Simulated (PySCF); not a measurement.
**CCSDTQ/STO-3G run of SiH3Cl (chlorosilane)**

What is the energy change on altering one bond length of SiH3Cl (chlorosilane) at CCSDTQ/STO-3G? 

Program for the calculation: PySCF 2.14.0.

9 further runs of the same task are left out: 9 set aside as unsound or not needed.

## 1. Starting point

SiH3Cl: 5 atoms, total charge 0, spin state singlet. As SMILES, `[SiH3]Cl`. The shape is that of a PBE0-D4/def2-TZVP optimisation.

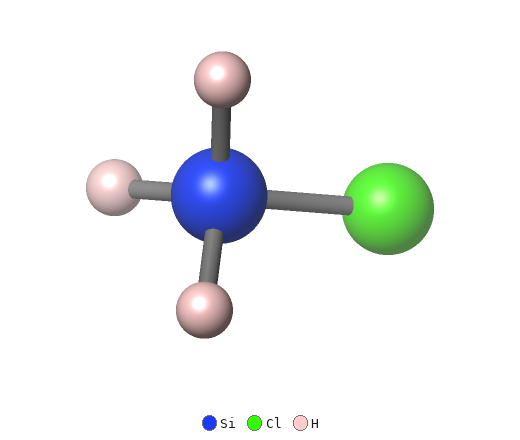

Viewed from a chosen angle; silicon blue, chlorine green, hydrogen pink.

## 2. A single-point energy at CCSDTQ/STO-3G

File job.py:

```python
from pyscf import gto, cc

mol = gto.M(
    atom=[
    ('Si', (-0.112000, 0.018600, -0.030900)),
    ('Cl', (1.838300, -0.513500, 0.329900)),
    ('H', (-0.950900, -0.488300, 1.079100)),
    ('H', (-0.534700, -0.585700, -1.314900)),
    ('H', (-0.190800, 1.495400, -0.104700)),
],
    basis='sto-3g',
    max_memory=1860,
    verbose=3,
    charge=0,
)

myscf = mol.RHF()
myscf.conv_tol = 1e-10
myscf.kernel()
if not myscf.converged:
    myscf = myscf.newton().run(myscf.mo_coeff, myscf.mo_occ)

mycc = cc.CCSDTQ(myscf, frozen=10)
mycc.kernel()
etot = mycc.e_tot
print('Final energy', etot)
```

The run is started by

```console
$ OMP_NUM_THREADS=1 python job.py
```

Standard output:

```text
converged SCF energy = -741.972181284324
_make_eris_incore_RCCSDTQ
RCCSDTQ converged
E(RCCSDTQ) = -742.0388777525659   E_corr = -0.06669646824232907
E_corr(same-spin) = -0.0016474970482937
E_corr(oppo-spin) = -0.0650489711940354
Final energy -742.0388777525659
```

Run time: 5.7 s. Hardware: 1 thread of Arm Neoverse V1, shared host; peak memory 0.13 GiB.

## 3. The distorted shape at the same level

File input.py:

```python
from pyscf import gto, cc

mol = gto.Mole()
mol.atom = '''
Si     0.055795     0.119989    -0.252920
Cl     2.006095    -0.412111     0.107880
H     -0.950900    -0.488300     1.079100
H     -0.366905    -0.484311    -1.536920
H     -0.023005     1.596789    -0.326720
'''
mol.max_memory = 1860
mol.spin = 0
mol.basis = 'sto-3g'
mol.verbose = 3
mol.build()

mf = mol.RHF()
mf.conv_tol = 1e-10
mf.kernel()
if not mf.converged:
    mf = mf.newton().run(mf.mo_coeff, mf.mo_occ)

mycc = cc.CCSDTQ(mf, frozen=10)
mycc.kernel()
etot = mycc.e_tot
print(f'total energy: {etot:.8f} hartree')
```

The run is started by

```console
$ OMP_NUM_THREADS=1 python input.py
```

Standard output:

```text
converged SCF energy = -741.927423486834
_make_eris_incore_RCCSDTQ
RCCSDTQ converged
E(RCCSDTQ) = -742.0060358734438   E_corr = -0.07861238660966503
E_corr(same-spin) = -0.00191557830349836
E_corr(oppo-spin) = -0.0766968083061667
total energy: -742.00603587 hartree
```

Run time: 5.7 s. Hardware: 1 thread of Arm Neoverse V1, shared host; peak memory 0.13 GiB.

## 4. Results

At CCSDTQ/STO-3G, 10 core orbitals frozen:

| quantity | value |
| --- | --- |
| first shape: total energy | -742.03888 Eh |
| first shape: dipole moment (Hartree–Fock density) | 2.84 D |
| first shape: HOMO energy (Hartree–Fock orbitals) | -10.15 eV |
| first shape: LUMO energy (Hartree–Fock orbitals) | 9.58 eV |
| first shape: HOMO–LUMO gap (Hartree–Fock orbitals) | 19.73 eV |
| first shape: correlation energy (10 core orbitals frozen) | -66.7 mEh |
| first shape: T1 diagnostic | 0.004 |
| distorted shape: total energy | -742.00604 Eh |
| distorted shape: dipole moment (Hartree–Fock density) | 2.78 D |
| distorted shape: HOMO energy (Hartree–Fock orbitals) | -9.76 eV |
| distorted shape: LUMO energy (Hartree–Fock orbitals) | 8.73 eV |
| distorted shape: HOMO–LUMO gap (Hartree–Fock orbitals) | 18.50 eV |
| distorted shape: correlation energy (10 core orbitals frozen) | -78.6 mEh |
| distorted shape: T1 diagnostic | 0.005 |
| energy change with the Si1–H3 bond stretched from 1.481 to 1.777 Å | 0.894 eV |

In words: With the Si1–H3 bond stretched from 1.481 to 1.777 Å the energy rises by 0.89 eV (86.2 kJ/mol). The first shape isn't relaxed at this level, so the change isn't measured from a minimum. The minimal basis adds a large error of its own. Mulliken charges (first shape) of the mean-field density run from -0.39 on Cl2 to +0.77 on Si1.
